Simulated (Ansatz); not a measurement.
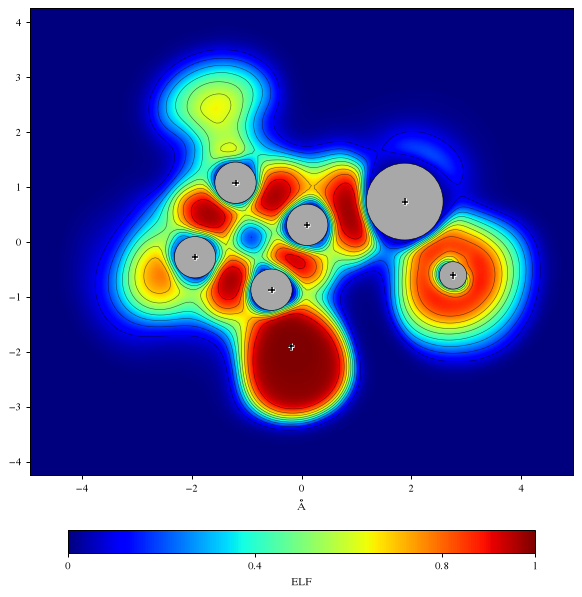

The ELF on a plane through atoms (crosses mark nuclei in the plane; grey discs cover the cores).

Computed with isolated molecule in a Gaussian basis; Kohn-Sham density functional theory, functional PBE0 in Ansatz.

Candidates:
A. C5H7N2O2 (SMILES Cc1[nH]cc(C(=O)O)[nH+]1) (charge +1)
B. C4H4F4Si
C. C6H3BrF2 (SMILES C=CC#CC(Br)=C(F)F)

### Which system is this?

Candidate B: C4H4F4Si on the plane of atoms C4, Si9 and F8, which holds C, F, Si and H. C–C (1.35 Å): the ELF peaks at about 0.90 between the atoms (a covalent bond). Si–F (1.61 Å): the ELF peaks at about 0.85 in the valence shell of F, 0.6 Å from its nucleus, and is about 0.45 at the midpoint.
